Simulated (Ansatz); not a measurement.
# Cutoff, mesh or smearing: what limits a work function? Li(111), Pd(111), Ba(100), Ta(110), Ir(100) and Pt(111)

One slab of each metal is run with one setting changed at a time. Which setting moves the work function most, and which can be cut?

Set-up. Ansatz 0.2.0, plane waves with PAW datasets (its set soft_2), PBE; unrelaxed symmetric slabs of 7 layers (11 for bcc (111)), 18 Å of vacuum. The reference has 420 eV, the mesh listed and Fermi-Dirac smearing of 0.1 eV; the other columns give the change in eV.

The runs side by side:

| face | mesh | reference (eV) | 300 eV | 600 eV | mesh × 1/3 | mesh × 2/3 | mesh × 3/2 | Gaussian 0.05 | cold 0.1 | Methfessel-Paxton 0.2 | Fermi-Dirac 0.3 |
| --- | --- | --- | --- | --- | --- | --- | --- | --- | --- | --- | --- |
| Li(111) | 10×10 | 2.887 | 0.000 | 0.000 | +0.125 | +0.006 | 0.000 | −0.062 | −0.069 | −0.053 | +0.170 |
| Pd(111) | 17×17 | 5.220 | +0.011 | 0.000 | +0.005 | −0.010 | +0.003 | +0.023 | +0.011 | +0.024 | −0.099 |
| Ba(100) | 8×8 | 2.364 | 0.000 | 0.000 | −0.054 | +0.015 | −0.002 | +0.005 | −0.002 | −0.039 | +0.237 |
| Ta(110) | 15×15 | 4.789 | 0.000 | 0.000 | −0.006 | +0.010 | 0.000 | +0.018 | +0.010 | +0.019 | −0.090 |
| Ir(100) | 15×15 | 5.547 | +0.010 | 0.000 | −0.151 | +0.023 | +0.001 | +0.037 | +0.023 | +0.014 | −0.051 |
| Pt(111) | 17×17 | 5.663 | +0.007 | 0.000 | −0.064 | −0.025 | −0.002 | +0.009 | +0.008 | +0.013 | −0.074 |

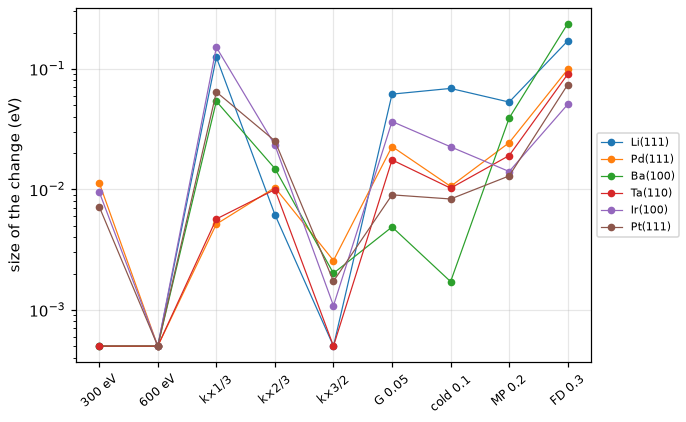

Size of the change against the reference; values under 0.0005 eV are drawn at that line.

**Reading.** The largest change of a row comes from the hot smearing on 5 faces, from the coarsest mesh on 1 and from another setting on 0. Runs at 200 eV and on a still coarser mesh, made as deliberately poor settings, are not listed. 600 eV moves no value by more than 0.001 eV, and 300 eV none by more than 0.011 eV. A mesh with a third of the points along each axis is off by up to 0.15 eV (Ir(100)) and two thirds by up to 0.025 eV; three halves still move Pd(111) by 0.003 eV. The three narrow or corrected schemes, nearer to zero temperature, lie −0.06 to +0.02 eV from the reference on average: on Li(111) they agree with each other, so the reference's own smearing of 0.1 eV is an error there, larger than that of cutoff or of the two finer meshes. Fermi-Dirac smearing of 0.3 eV, an electron temperature near 3,500 K, moves Ba(100) by 0.24 eV.

Caveats: Where those three schemes disagree, their widths or the mesh may be the cause; they were not run on a finer mesh. One setting changes at a time, and errors need not add; the faces are unrelaxed and unreconstructed. The table is a selection: not every member that was run is listed.
